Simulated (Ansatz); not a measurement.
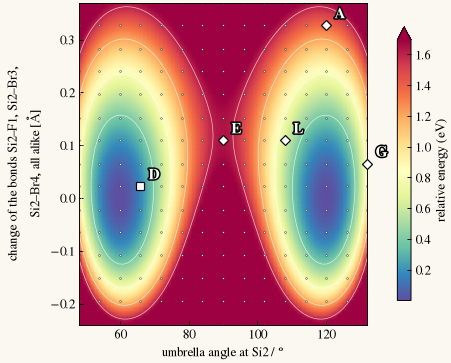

Br2FSi, SMILES F[Si-](Br)Br, charge −1. Coordinates scanned: (1) umbrella angle at Si2 (between each of its bonds and their common axis; 90 is planar); (2) change of the bonds Si2–F1, Si2–Br3, Si2–Br4, all alike. Nothing is relaxed (all other coordinates rigid). The grid has 15 × 15 points; 120 points were computed and 105 follow by symmetry. Points are written as (first, second). Energies: eV, counted from the relaxed molecule at the same level. Level of theory: RKS PBE0-D4/def2-SVPD (Ansatz).

Drawn: a smooth colour map with a few white contour lines, dots at the grid points, one colour for all values above the top of the scale, lettered points. Between grid points the surface is interpolated.

Question: What kind of point is each of A, D, E, L: minimum, saddle, maximum or slope?

Answer: A: on a slope; D: on a slope; E: saddle point; L: on a slope. (In these two coordinates alone; a stationary point may lie a little off the grid point.)

Question: Rank the lettered points by energy, lowest first.

Answer: D (0.17 eV), L (0.66 eV), G (0.90 eV), A (1.37 eV), E (1.64 eV).
